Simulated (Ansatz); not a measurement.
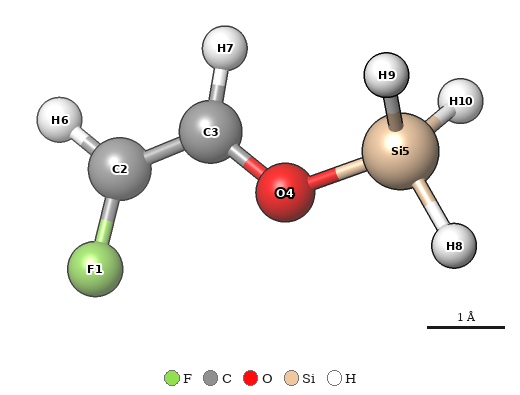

**Figure 1.** The starting structure (ball-and-stick view, seen at a tilt; atoms are numbered from 1 in the order of the input). Bond lengths as drawn: C–C 1.35 Å, C–F 1.34 Å, C–H 1.10 to 1.11 Å, C–O 1.36 Å, H–Si 1.50 to 1.51 Å and O–Si 1.69 Å.

# Nudged elastic band, with input and output: C₂H₅FOSi

- system: C₂H₅FOSi
- method: RKS PBE-D4/def2-SVP (Ansatz 0.2.0)

One setting was made poor on purpose. It belongs to a series of runs on one base structure; here: an input spoilt on purpose.

Input:
```yaml
crystal:
  periodic: [false, false, false]
  atoms:
    - { symbol: F, position_ang: [-2.677598, 0.856383, 0.341703] }
    - { symbol: C, position_ang: [-1.511699, 1.132093, 0.946634] }
    - { symbol: C, position_ang: [-0.344265, 0.571685, 0.574684] }
    - { symbol: O, position_ang: [-0.251, -0.321014, -0.448079] }
    - { symbol: Si, position_ang: [1.17157, -1.081713, -0.960652] }
    - { symbol: H, position_ang: [-1.584235, 1.855321, 1.773709] }
    - { symbol: H, position_ang: [0.572141, 0.852815, 1.125636] }
    - { symbol: H, position_ang: [0.756773, -1.968004, -2.091194] }
    - { symbol: H, position_ang: [1.772135, -1.887084, 0.161175] }
    - { symbol: H, position_ang: [2.179377, -0.061681, -1.420715] }
basis:
  gaussian: { orbitals: def2-SVP }
hamiltonian:
  xc: pbe
  dispersion: d4
neb:
  order_check: false
  images: 9
  f_tol: 0.05
  max_iterations: 8
  optimiser: lbfgs
  climbing: immediate
  final_atoms:
    - { symbol: F, position_ang: [-2.30202563, 0.29745092, 0.30243114] }
    - { symbol: C, position_ang: [-1.31487406, 1.13685259, 0.69020701] }
    - { symbol: C, position_ang: [-0.04155644, 0.71583945, 0.66451596] }
    - { symbol: O, position_ang: [0.29837839, -0.56428115, 0.26913555] }
    - { symbol: Si, position_ang: [2.00751532, -0.88498063, -0.93233741] }
    - { symbol: H, position_ang: [-1.64717977, 2.13270425, 1.0139677] }
    - { symbol: H, position_ang: [0.82501006, 1.32910395, 0.94353549] }
    - { symbol: H, position_ang: [1.06675197, -0.78338904, -2.16300652] }
    - { symbol: H, position_ang: [1.69538141, -2.38920604, -0.75055136] }
  initial_path: idpp
```

Command:
```bash
ansatz run input.yaml --threads 2 --pin off --max-ram 3072MiB --backend cpu --events-out ev --progress --plain --runs-dir out
```

Log:
```
Error: invalid value for `neb.final_atoms`: lists 9 atoms but crystal.atoms has 10 — the final endpoint must contain the same atoms in the same order
```

Outcome:

- outcome: refused by the program
- hardware: 2 threads of Arm Neoverse V2, 24 GiB of memory available, shared host

Diagnosis:

The program refused the input: “invalid value for `neb.final_atoms`: lists 9 atoms but crystal.atoms has 10 — the final endpoint must contain the same atoms in the same order” A deliberately poor setting: bad input.
